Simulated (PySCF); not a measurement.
# C₃H₉FSi: electronic excitations and core binding energies

What electronic excitations and core binding energies should C₃H₉FSi (`CCC[SiH2]F`) show?

Computed with PySCF 2.14.0, with density-fitted response routines of our own, on a single molecule in the gas phase. Atoms are numbered from 0 throughout.

### Step 1. Starting geometry

14 atoms, charge 0, multiplicity 1; geometry from: GFN2-xTB.

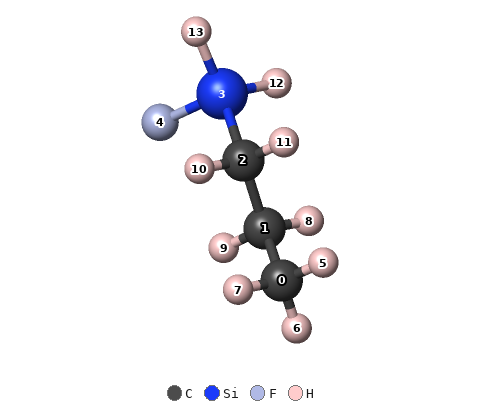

The starting geometry (carbon dark grey, silicon blue, fluorine light blue, hydrogen pink), atoms numbered; sticks join atoms by distance.

### Step 2. Ultraviolet spectrum: PBE0/def2-SVPD

What the job is given:

```
{"job": {"kind": "uv", "xc": "PBE0", "basis": "def2-SVPD", "nstates": 8, "ntriplets": 3}, "charge": 0, "multiplicity": 1}
C     -2.030932     0.392009     0.111671
C     -0.622878     0.288767    -0.462893
C      0.360356    -0.310776     0.544320
Si     2.124216    -0.469167    -0.133286
F      2.633149     1.011726    -0.522047
H     -2.401744    -0.592449     0.390978
H     -2.713366     0.821965    -0.618396
H     -2.037579     1.022289     0.998689
H     -0.647440    -0.330433    -1.362729
H     -0.279631     1.282822    -0.756706
H      0.366121     0.313438     1.441752
H     -0.007216    -1.290379     0.856616
H      2.188541    -1.210611    -1.385034
H      3.067724    -0.929673     0.874898
```

Level: TDDFT PBE0/def2-SVPD, vertical, gas phase, core orbitals frozen in the response.

Command:

```bash
OMP_NUM_THREADS=1 python probes_run.py task.json out
```

One launch serves the whole session: the jobs run in the order shown.

**Question.** This job is followed by: delta-SCF UKS SCAN, pcX-2 on the ionised atom, pcseg-1 elsewhere, spin-free X2C. What will the session give for the following? lowest singlet (PBE0/def2-SVPD); brightest single state of those computed; lowest triplet; C1s binding energies, SCAN/pcX-2; Si1s binding energies, SCAN/pcX-2; Si2p binding energies, SCAN/pcX-2; F1s binding energies, SCAN/pcX-2.

As calculated:

| quantity | value |
| --- | --- |
| lowest singlet (PBE0/def2-SVPD) | 7.47 eV (166 nm), f = 0.024 |
| brightest single state of those computed | state 8, 8.97 eV, f = 0.148 |
| lowest triplet | 7.08 eV |
| C1s binding energies, SCAN/pcX-2 | C1 290.71, C0 290.56, C2 290.29 eV |
| Si1s binding energies, SCAN/pcX-2 | Si3 1847.50 eV |
| Si2p binding energies, SCAN/pcX-2 | Si3 107.86 eV |
| F1s binding energies, SCAN/pcX-2 | F4 692.04 eV |

In words: The first singlet state (HOMO→LUMO 0.98) lies at 7.47 eV and is weak; of the 8 states computed, the strongest absorption comes from states 6 to 8 together at 8.97 eV (the last computed, so partners may be missing). The lowest triplet lies 0.39 eV below the lowest singlet (triplets in Tamm-Dancoff, singlets in full TDDFT). States above −ε(HOMO) lie where TDDFT describes them poorly and they hang on the basis; the brightest is among them. C1 (sp3 CH2) binds its C1s electron 0.42 eV more tightly than C2 (sp3 CH2 bonded to Si).
